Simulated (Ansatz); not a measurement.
Input

```
crystal:
  periodic: [false, false, false]
  atoms:
    - { symbol: Si, position_ang: [0.240497, 0.024058, 0.048875] }
    - { symbol: Cl, position_ang: [0.82563, -0.008775, 2.063813] }
    - { symbol: H, position_ang: [1.621704, -0.024949, -0.418239] }
    - { symbol: H, position_ang: [-0.586268, 1.214701, -0.299756] }
    - { symbol: F, position_ang: [-0.610963, -1.311035, -0.339992] }
basis:
  gaussian: { orbitals: def2-SVP }
hamiltonian:
  xc: blyp
  dispersion: d4
relax:
  f_tol: 0.03
  max_steps: 50
output:
  orbitals: {}
```

Command:

```sh
ansatz run input.yaml --threads 1 --pin off --max-ram 2048MiB --backend cpu --events-out ev --progress --plain --runs-dir out
```

The fields are those of the run's last geometry, not of the input's.

Computed with Ansatz, RKS BLYP-D4/def2-SVP.

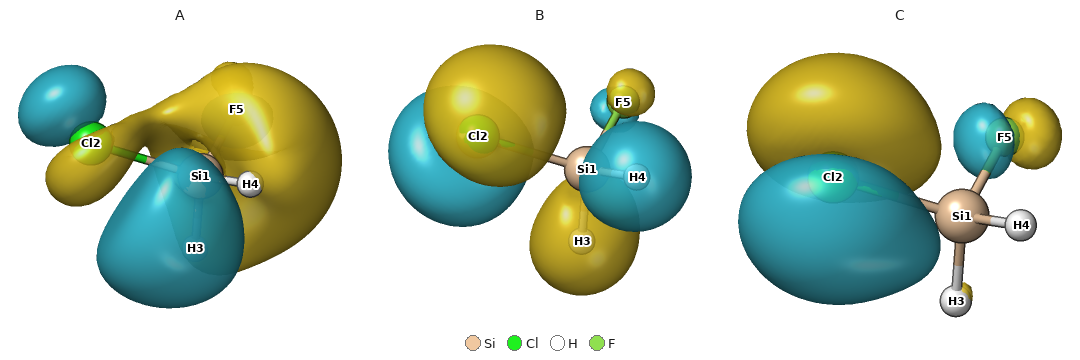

ClFH$_{2}$Si. Three frontier orbitals at ±0.08 Å⁻³ᐟ² (yellow and cyan are the two phases), in no order.

Order the three orbitals by energy and name them.

C is the HOMO−1 (−7.83 eV). It lies mainly on Cl2 (about 85 %); largely a lone pair of Cl2. B is the HOMO (−7.48 eV). By Hirshfeld shares it lies mainly on Cl2 (about 70 %), Si1 (about 10 %), H3 (about 10 %) and H4 (about 10 %); largely a lone pair of Cl2. A is the LUMO (−0.29 eV). It lies mainly on Si1 (about 60 %), Cl2 (about 15 %), F5 (about 10 %), H3 (about 5 %) and H4 (about 5 %).

What is the HOMO–LUMO gap?

7.19 eV between the orbital energies.
